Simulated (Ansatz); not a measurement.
## Electronic structure of H$_{6}$Si$_{2}$···H$_{4}$OSi in real space

The calculation's input:

```
crystal:
  periodic: [false, false, false]
  atoms:
    - { symbol: Si, position_ang: [-1.545333, -0.550604, 1.181473] }
    - { symbol: Si, position_ang: [0.490538, -0.371722, 2.144185] }
    - { symbol: H, position_ang: [-1.550207, -1.557117, 0.08606] }
    - { symbol: H, position_ang: [-2.468619, -1.040684, 2.256355] }
    - { symbol: H, position_ang: [-2.058899, 0.762029, 0.704775] }
    - { symbol: H, position_ang: [1.030622, 0.446149, -0.398004] }
    - { symbol: O, position_ang: [0.304122, 0.488942, -1.037082] }
    - { symbol: Si, position_ang: [0.64727, 0.664154, -2.662982] }
    - { symbol: H, position_ang: [1.592803, 0.091699, 1.23867] }
    - { symbol: H, position_ang: [0.442226, 0.602189, 3.275514] }
    - { symbol: H, position_ang: [0.928979, -1.692642, 2.687679] }
    - { symbol: H, position_ang: [-0.666478, 0.699833, -3.355535] }
    - { symbol: H, position_ang: [1.459967, -0.473558, -3.189842] }
    - { symbol: H, position_ang: [1.392908, 1.931232, -2.931366] }
basis:
  gaussian: { orbitals: def2-SVP }
hamiltonian:
  xc: b3lyp
  dispersion: d4
relax:
  f_tol: 0.03
  max_steps: 50
output:
  orbitals: {}
```

Command:

```sh
ansatz run input.yaml --threads 2 --pin off --max-ram 3072MiB --backend cpu --events-out ev --progress --plain --runs-dir out
```

The fields are those of the run's last geometry, not of the input's.

The calculation used RKS B3LYP-D4/def2-SVP in Ansatz 0.2.0.

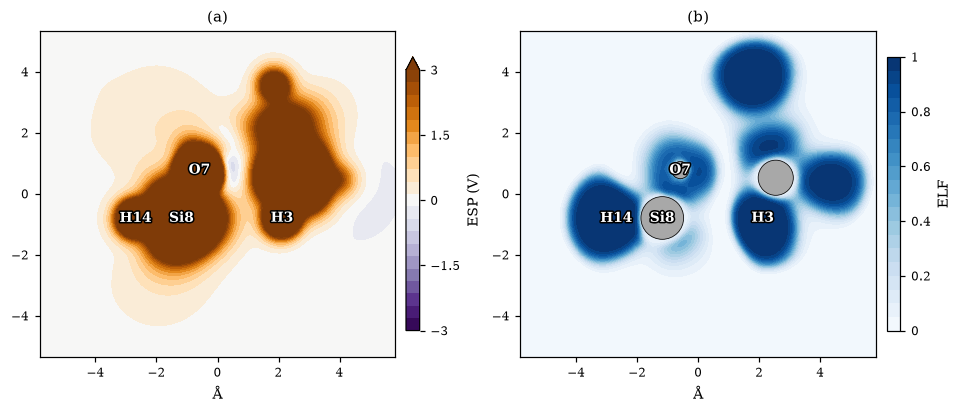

Figure 1. (a) electrostatic potential; (b) ELF on the plane of atoms O7, Si8 and H14. Grey discs cover the atomic cores in the ELF map.

### Interpret the plot.

- The plane passes through H, O and Si nuclei.
- Si–O (1.68 Å): the ELF peaks at about 0.85 between the atoms: a shared but strongly polarised pair.
- Si–H (1.49 Å): the ELF climbs to about 1 towards the hydrogen, as it does in any bond to H.
- Outside the dense part of the complex the potential is most negative (−0.4 V) near O7.

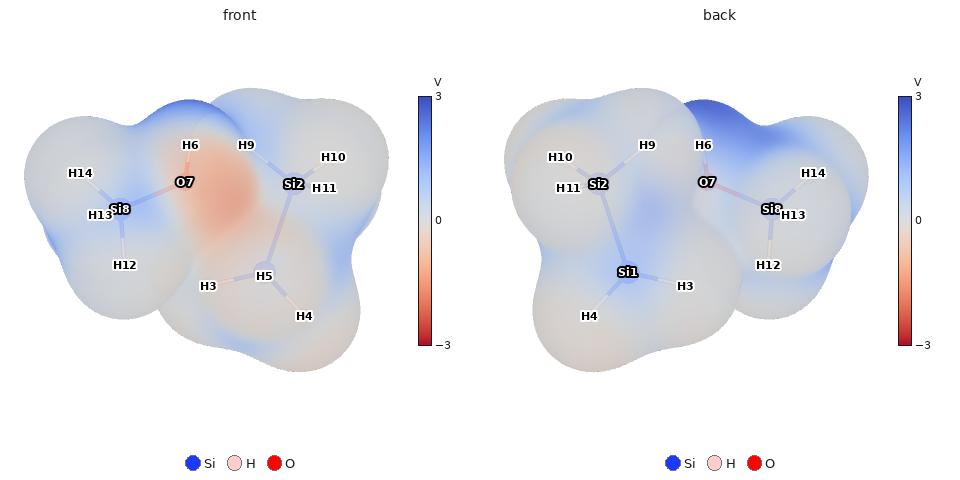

Figure 2. The electrostatic potential painted on the density surface at 0.002 e/bohr³, seen from the front and from behind; red is negative and blue positive.

### Where is the surface potential most negative and most positive?

The most negative region (about −1.2 V) lies over O7, the most positive (about +2.5 V) over H6. O7 is the likeliest acceptor of a hydrogen bond.

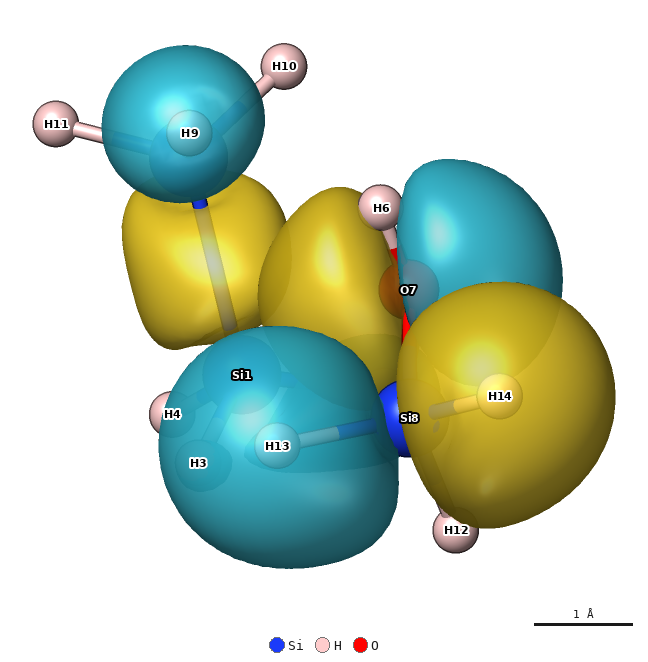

Figure 3. The HOMO−1 at ±0.06 Å⁻³ᐟ² (yellow and cyan are the two phases), seen at an oblique angle.

### Describe this orbital and give its energy.

Its weight (Hirshfeld) is mainly on O7 (about 40 %), Si8 (about 20 %), H13 (about 15 %) and H14 (about 10 %). Its energy is −8.52 eV.
